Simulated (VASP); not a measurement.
Band structure of SrCl₂ (fluorite). Calculation: r2SCAN+rVV10, VASP's PBE PAW potentials (set 64) (plane waves; VASP).

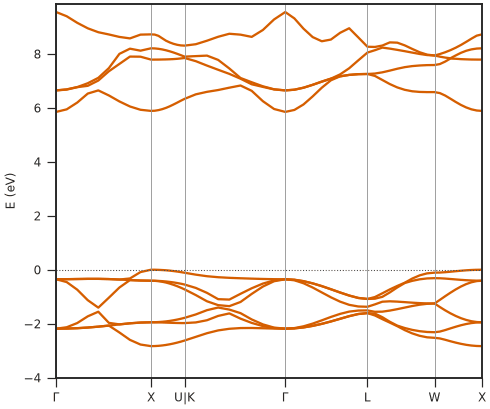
Bands along high-symmetry lines, zero at the valence-band maximum or, without a gap, the Fermi level

Question: Read the plot: is there a gap, and where are the band edges?

Answer: The gap is indirect, 5.85 eV, from the valence maximum at X to the conduction minimum at Γ.

Measured: gap 7.50 eV (computed value off by -1.65 eV), as given by Andrés Aguado et al., Journal of the Physical Society of Japan (1999), arXiv:cond-mat/9901145.

The compound is SrCl2 in the fluorite structure. It was relaxed first.
